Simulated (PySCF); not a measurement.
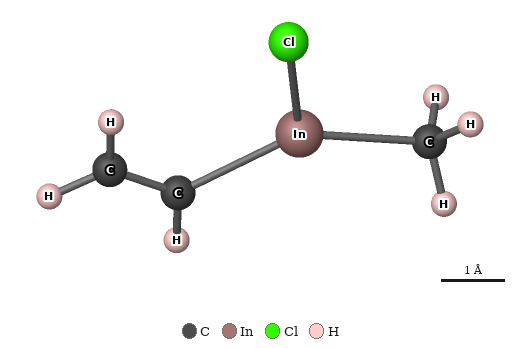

The structure (ball-and-stick view, seen at a tilt). Sticks mark near contacts.

## C3H6ClIn: energy and gradient calculation

- system: C3H6ClIn
- method: TPSS/def2-TZVP, RKS, core potentials def2-svp (PySCF 2.14.0)

The geometry comes from this level: GFN2-xTB.

**What the program printed**
```
converged SCF energy = -768.308603619394
total energy: -768.30860362 hartree
--------------- RKS gradients ---------------
         x                y                z
0 C     0.0035367218    -0.0123580686     0.0052466540
1 C     0.0010526255     0.0288614996     0.0107495259
2 In    -0.0089644113     0.0093758262    -0.0242304129
3 C     0.0011840948    -0.0155940093     0.0026843216
4 Cl     0.0044023060    -0.0054501960     0.0112669999
5 H     0.0012079381    -0.0024701128     0.0027994558
6 H    -0.0007369529    -0.0034613663    -0.0032417854
7 H    -0.0016160619     0.0004021463    -0.0037709049
8 H     0.0026332194     0.0002278992    -0.0012117215
9 H    -0.0001558257     0.0010873917     0.0020770992
10 H    -0.0025539288    -0.0006211782    -0.0023630639
----------------------------------------------
**** MO energy ****
MO #1   energy= -100.95026190147   occ= 2
MO #2   energy= -9.99550437690592  occ= 2
MO #3   energy= -9.99437093549088  occ= 2
MO #4   energy= -9.99010022755534  occ= 2
MO #5   energy= -9.20135696620855  occ= 2
MO #6   energy= -6.97691063394907  occ= 2
MO #7   energy= -6.97297609526392  occ= 2
MO #8   energy= -6.97199170116659  occ= 2
MO #9   energy= -4.5161822922951   occ= 2
MO #10  energy= -2.95576371655188  occ= 2
MO #11  energy= -2.94634645592253  occ= 2
MO #12  energy= -2.94194370037067  occ= 2
MO #13  energy= -0.740226616715784 occ= 2
MO #14  energy= -0.717436786812653 occ= 2
MO #15  energy= -0.698084236574    occ= 2
MO #16  energy= -0.698012817310473 occ= 2
MO #17  energy= -0.694141395845218 occ= 2
MO #18  energy= -0.688826082581179 occ= 2
MO #19  energy= -0.672545270452681 occ= 2
MO #20  energy= -0.62872069962329  occ= 2
MO #21  energy= -0.523548548838569 occ= 2
MO #22  energy= -0.424085125183199 occ= 2
MO #23  energy= -0.380903846297761 occ= 2
MO #24  energy= -0.371942056895337 occ= 2
MO #25  energy= -0.370478892011367 occ= 2
MO #26  energy= -0.35077541607407  occ= 2
MO #27  energy= -0.274095206253688 occ= 2
MO #28  energy= -0.271077142306373 occ= 2
MO #29  energy= -0.268053099449421 occ= 2
MO #30  energy= -0.257428945057896 occ= 2
MO #31  energy= -0.234100803799013 occ= 2
MO #32  energy= -0.0779000106193499 occ= 0
MO #33  energy= -0.0555917142355133 occ= 0
MO #34  energy= -0.0146493483763602 occ= 0
MO #35  energy= 0.00344133438196022 occ= 0
MO #36  energy= 0.0243248278788069 occ= 0
MO #37  energy= 0.0538342455759022 occ= 0
MO #38  energy= 0.056193158369657  occ= 0
MO #39  energy= 0.0714398591977551 occ= 0
MO #40  energy= 0.0880763953180666 occ= 0
MO #41  energy= 0.104632518865636  occ= 0
MO #42  energy= 0.108803794360088  occ= 0
MO #43  energy= 0.118764564182383  occ= 0
MO #44  energy= 0.12673296257987   occ= 0
MO #45  energy= 0.141262022654201  occ= 0
MO #46  energy= 0.167347079051766  occ= 0
MO #47  energy= 0.171351435828251  occ= 0
MO #48  energy= 0.187291641139569  occ= 0
MO #49  energy= 0.196253661970241  occ= 0
MO #50  energy= 0.199991415711097  occ= 0
MO #51  energy= 0.219127689925245  occ= 0
MO #52  energy= 0.23807635503679   occ= 0
MO #53  energy= 0.243007301500142  occ= 0
MO #54  energy= 0.259077924614448  occ= 0
MO #55  energy= 0.265205260413809  occ= 0
MO #56  energy= 0.28414771714143   occ= 0
MO #57  energy= 0.307129016706272  occ= 0
MO #58  energy= 0.321984897192995  occ= 0
MO #59  energy= 0.334393238069273  occ= 0
MO #60  energy= 0.342052152069083  occ= 0
MO #61  energy= 0.359930577734449  occ= 0
MO #62  energy= 0.374905586565031  occ= 0
MO #63  energy= 0.38009282855394   occ= 0
MO #64  energy= 0.403744836589211  occ= 0
MO #65  energy= 0.41750978521567   occ= 0
MO #66  energy= 0.427418867037084  occ= 0
MO #67  energy= 0.433690507532546  occ= 0
MO #68  energy= 0.438138495197555  occ= 0
MO #69  energy= 0.446731735373395  occ= 0
MO #70  energy= 0.449248604275789  occ= 0
MO #71  energy= 0.472225504547685  occ= 0
MO #72  energy= 0.480519859403081  occ= 0
MO #73  energy= 0.492863556550035  occ= 0
MO #74  energy= 0.498034281021417  occ= 0
MO #75  energy= 0.519523275060912  occ= 0
MO #76  energy= 0.535233818198624  occ= 0
MO #77  energy= 0.555113886073144  occ= 0
MO #78  energy= 0.566278359767759  occ= 0
MO #79  energy= 0.588511084679629  occ= 0
MO #80  energy= 0.621004732655757  occ= 0
MO #81  energy= 0.62729245352886   occ= 0
MO #82  energy= 0.660601772545459  occ= 0
MO #83  energy= 0.688347424981103  occ= 0
MO #84  energy= 0.701607930396324  occ= 0
MO #85  energy= 0.733822404738968  occ= 0
MO #86  energy= 0.778436377169821  occ= 0
MO #87  energy= 0.814462518621478  occ= 0
MO #88  energy= 0.831303065428416  occ= 0
MO #89  energy= 0.842085260818661  occ= 0
MO #90  energy= 0.856366978360742  occ= 0
MO #91  energy= 0.87235484961582   occ= 0
MO #92  energy= 0.876805607488184  occ= 0
MO #93  energy= 0.908944244626638  occ= 0
MO #94  energy= 0.922335236059525  occ= 0
MO #95  energy= 0.923167854843941  occ= 0
MO #96  energy= 0.967865872364429  occ= 0
MO #97  energy= 0.986705114031223  occ= 0
MO #98  energy= 1.00034577568173   occ= 0
MO #99  energy= 1.02299533167518   occ= 0
MO #100 energy= 1.03442636790288   occ= 0
MO #101 energy= 1.04005794055363   occ= 0
MO #102 energy= 1.0531430937827    occ= 0
MO #103 energy= 1.07186087061202   occ= 0
MO #104 energy= 1.15479404389069   occ= 0
MO #105 energy= 1.17194517122841   occ= 0
MO #106 energy= 1.17897438102379   occ= 0
MO #107 energy= 1.23855854382256   occ= 0
MO #108 energy= 1.28254134654758   occ= 0
MO #109 energy= 1.30829219582031   occ= 0
MO #110 energy= 1.40537197405109   occ= 0
MO #111 energy= 1.42320638800078   occ= 0
MO #112 energy= 1.47735885505708   occ= 0
MO #113 energy= 1.50756327811347   occ= 0
MO #114 energy= 1.52326676329866   occ= 0
MO #115 energy= 1.52749296127758   occ= 0
MO #116 energy= 1.53802784767837   occ= 0
MO #117 energy= 1.56949803679343   occ= 0
MO #118 energy= 1.6025412094268    occ= 0
MO #119 energy= 1.71815500032365   occ= 0
MO #120 energy= 1.73954104368645   occ= 0
MO #121 energy= 1.75378623304138   occ= 0
MO #122 energy= 1.75889170494274   occ= 0
MO #123 energy= 1.78136995761724   occ= 0
MO #124 energy= 1.80094428854438   occ= 0
MO #125 energy= 1.81680380009985   occ= 0
MO #126 energy= 1.84399145166329   occ= 0
MO #127 energy= 1.8476623467495    occ= 0
MO #128 energy= 1.85825314328681   occ= 0
MO #129 energy= 1.87021568151732   occ= 0
MO #130 energy= 1.90584063771715   occ= 0
MO #131 energy= 1.9419575749126    occ= 0
MO #132 energy= 2.01565863663575   occ= 0
MO #133 energy= 2.03912803296614   occ= 0
MO #134 energy= 2.05411276602124   occ= 0
MO #135 energy= 2.06824265137701   occ= 0
MO #136 energy= 2.08343294525383   occ= 0
MO #137 energy= 2.08902859601089   occ= 0
MO #138 energy= 2.0939098283418    occ= 0
MO #139 energy= 2.10241013702743   occ= 0
MO #140 energy= 2.12305195995322   occ= 0
MO #141 energy= 2.1378342227334    occ= 0
MO #142 energy= 2.15287966222768   occ= 0
MO #143 energy= 2.18346561203573   occ= 0
MO #144 energy= 2.20849768062745   occ= 0
MO #145 energy= 2.23275894890256   occ= 0
MO #146 energy= 2.24786551129909   occ= 0
MO #147 energy= 2.26337036215141   occ= 0
MO #148 energy= 2.28525815077188   occ= 0
MO #149 energy= 2.29441063194412   occ= 0
MO #150 energy= 2.30716959699448   occ= 0
MO #151 energy= 2.31368290103987   occ= 0
MO #152 energy= 2.33790304736785   occ= 0
MO #153 energy= 2.35274297957564   occ= 0
MO #154 energy= 2.36174194070059   occ= 0
MO #155 energy= 2.38244530050973   occ= 0
MO #156 energy= 2.40687711952824   occ= 0
MO #157 energy= 2.44070304390329   occ= 0
MO #158 energy= 2.5228020556666    occ= 0
MO #159 energy= 2.53330845528184   occ= 0
MO #160 energy= 2.56257387416465   occ= 0
MO #161 energy= 2.5741188494321    occ= 0
MO #162 energy= 2.58580447333204   occ= 0
MO #163 energy= 2.65747695465286   occ= 0
MO #164 energy= 2.69073543162219   occ= 0
MO #165 energy= 2.70984960211024   occ= 0
MO #166 energy= 2.77140424667151   occ= 0
MO #167 energy= 2.78798299688621   occ= 0
MO #168 energy= 2.80918566557594   occ= 0
MO #169 energy= 2.83787778987297   occ= 0
MO #170 energy= 2.84149509438445   occ= 0
MO #171 energy= 2.91911024863568   occ= 0
MO #172 energy= 3.05028661827335   occ= 0
MO #173 energy= 3.05771779766222   occ= 0
MO #174 energy= 3.07520875045393   occ= 0
MO #175 energy= 3.0894900304152    occ= 0
MO #176 energy= 3.10801219903235   occ= 0
MO #177 energy= 3.11430050980625   occ= 0
MO #178 energy= 3.13227348187837   occ= 0
MO #179 energy= 3.17790621702111   occ= 0
MO #180 energy= 3.22970210743863   occ= 0
MO #181 energy= 3.26294885599285   occ= 0
MO #182 energy= 3.28237431735395   occ= 0
MO #183 energy= 3.32663247945589   occ= 0
MO #184 energy= 3.37066224031023   occ= 0
MO #185 energy= 3.3794154008218    occ= 0
MO #186 energy= 3.40629152452134   occ= 0
MO #187 energy= 3.43510799555057   occ= 0
MO #188 energy= 3.48490011621782   occ= 0
MO #189 energy= 3.52122191129804   occ= 0
MO #190 energy= 3.54815393010561   occ= 0
MO #191 energy= 3.60089345735122   occ= 0
MO #192 energy= 3.68442044855335   occ= 0
MO #193 energy= 3.73271150000234   occ= 0
MO #194 energy= 3.8001487154557    occ= 0
MO #195 energy= 4.10169137222483   occ= 0
MO #196 energy= 4.23360407967409   occ= 0
MO #197 energy= 4.25972721414733   occ= 0
MO #198 energy= 4.27689498432209   occ= 0
MO #199 energy= 4.37350801158585   occ= 0
MO #200 energy= 4.40735488863964   occ= 0
MO #201 energy= 4.52832315896706   occ= 0
MO #202 energy= 4.55758393483794   occ= 0
MO #203 energy= 4.61769463199436   occ= 0
MO #204 energy= 4.89261155507938   occ= 0
MO #205 energy= 10.6448811242501   occ= 0
MO #206 energy= 10.6858198323986   occ= 0
MO #207 energy= 10.8380863078381   occ= 0
MO #208 energy= 21.9164550915004   occ= 0
MO #209 energy= 22.0823385132714   occ= 0
MO #210 energy= 22.5254597323522   occ= 0
MO #211 energy= 25.0246263228994   occ= 0
MO #212 energy= 38.0458339689655   occ= 0
MO #213 energy= 38.706191695558    occ= 0
MO #214 energy= 38.9963576274174   occ= 0
MO #215 energy= 39.1689739422436   occ= 0
MO #216 energy= 125.198719881593   occ= 0

WARN: Weak orthogonality for localized orbitals 1.5453278632660332e-09

 ** Mulliken atomic charges  **
charge of    0C =     -0.23072
charge of    1C =     -0.76097
charge of    2In =      2.03409
charge of    3C =     -0.92397
charge of    4Cl =     -0.81580
charge of    5H =      0.12183
charge of    6H =      0.11200
charge of    7H =      0.11149
charge of    8H =      0.11763
charge of    9H =      0.11808
charge of   10H =      0.11634
Dipole moment(X, Y, Z, Debye):  0.94375, -0.92643,  2.63514
```

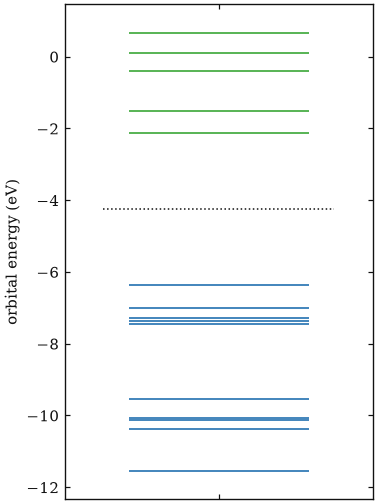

Orbital energies near the frontier; the dotted line parts filled from empty levels, and levels within 0.02 eV of each other stand side by side. Highest filled −6.37 eV, lowest empty −2.12 eV, 4.25 eV apart.

This output came from the following input.

**The input (run.py)**
```python
# C=[CH][In]([CH3])[Cl]
import pyscf.grad
from pyscf import gto, dft

molecule = gto.Mole()
molecule.atom = '''
C      0.026853     4.848829     1.278249
C      0.562742     2.489317     1.878633
In    -0.208493    -0.611062    -0.882427
C      0.058544    -4.846637    -0.795877
Cl    -1.628623     0.906917    -4.748107
H     -0.782630     5.332618    -0.539989
H      0.366078     6.417699     2.553568
H      1.367651     2.008250     3.699555
H     -1.703229    -5.609765    -0.055463
H      0.307704    -5.450707    -2.746396
H      1.633385    -5.485459     0.358254
'''
molecule.charge = 0
molecule.max_memory = 1860
molecule.ecp = {'In': 'def2-svp'}
molecule.spin = 0
molecule.verbose = 3
molecule.unit = 'bohr'
molecule.basis = 'def2-tzvp'
molecule.build()

myscf = dft.RKS(molecule, xc='tpss')
myscf.conv_tol = 1e-10
myscf.grids.level = 5
myscf.kernel()
if not myscf.converged:
    myscf = myscf.newton().run(myscf.mo_coeff, myscf.mo_occ)

etot = myscf.e_tot
print(f'total energy: {etot:.8f} hartree')
grad = myscf.Gradients().kernel()
myscf.analyze()
```

Run as:
```bash
OMP_NUM_THREADS=1 python run.py
```

**Results in brief**

```tsv
quantity	value
outcome	converged
total energy	−768.308604 hartree
basis functions	216
largest force	1.585 eV/Å
HOMO	−6.37 eV
LUMO	−2.12 eV
dipole moment	2.95 D
hardware	1 thread of AMD EPYC (Zen 5), 16 GiB of memory available, shared host
wall time	3.4 min
peak memory	1.8 GiB
```
